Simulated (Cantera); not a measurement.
Input: 1 mol Si, a varied amount of NF3, 53 mol H2, equilibrated at 1100 K and 32.3 Torr.

Cantera equilibrium calculation (NASA polynomials, part measured and part estimated; ideal gas, pure solids and liquids). Candidate condensed phases: Si, Si3N4; 37 gas species. Mutual solubility and eutectic melting of coexisting phases are not modelled. The tables' values for SiF3 are old estimates; treat these amounts as uncertain. Kinetics and transport are ignored.

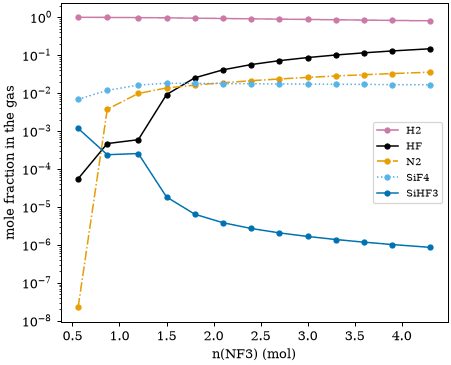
Figure: Equilibrium gas composition (values under 1e-9 drawn at 1e-9)

Problem. Read off the mole fractions at 3 mol NF3.

Solution. H2 about 0.87, HF about 0.086, N2 about 0.026, SiF4 about 0.017, SiHF3 about 1.7e-6.
